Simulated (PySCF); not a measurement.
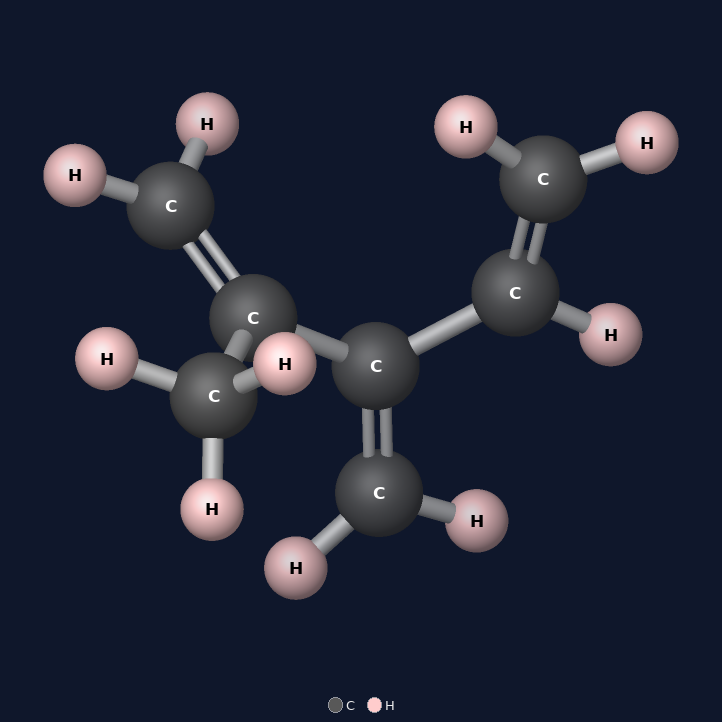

Geometry: a frame of a GFN2-xTB molecular-dynamics simulation, not a minimum. Level of theory: PBE0/pcSseg-1, gas phase (PySCF 2.14.0).

What does the calculation give?

The species is C7H10 (`C=CC(=C)C(=C)C`).
- dipole moment: 0.75 D
- HOMO energy (Kohn–Sham orbital): −6.73 eV
- LUMO energy (Kohn–Sham orbital): −0.82 eV
- HOMO–LUMO gap: 5.91 eV
